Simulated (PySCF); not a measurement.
C2H8O2SSi, SMILES CS[Si](C)(O)O at its CAM-B3LYP/def2-SVP optimised geometry (Å):

```
14

C     -0.6706     1.7752     1.4342
S     -1.5426     1.0531     0.0000
Si    -0.7138    -0.9277     0.0000
C      1.1406    -0.9277     0.0000
O     -1.3788    -1.6695    -1.3235
O     -1.1580    -1.7864     1.3400
H      0.3877     1.9633     1.2100
H     -1.1571     2.7324     1.6598
H     -0.7525     1.1238     2.3144
H      1.5114    -1.9633    -0.0365
H      1.5426    -0.4590     0.9104
H      1.5375    -0.3842    -0.8701
H     -1.4963    -1.1627    -2.1330
H     -2.1030    -1.9314     1.4619
```

Level of theory: CAM-B3LYP/def2-TZVP (PySCF 2.14.0). Cells within 0.4 Å of a nucleus heavier than hydrogen are left out (blank, or x).

Map of the Laplacian of the electron density (e/bohr⁵), clipped to [-1.50, 1.50] on the plane z = 1.0 Å:

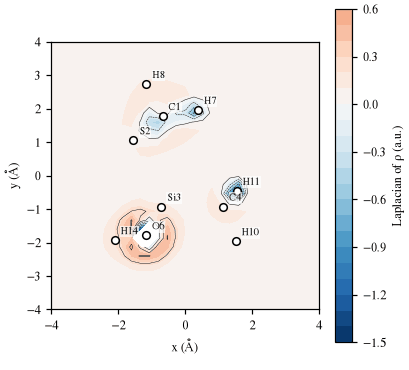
Fig. 1. Laplacian of the electron density (e/bohr⁵), clipped to [-1.50, 1.50] on the plane z = 1.0 Å.
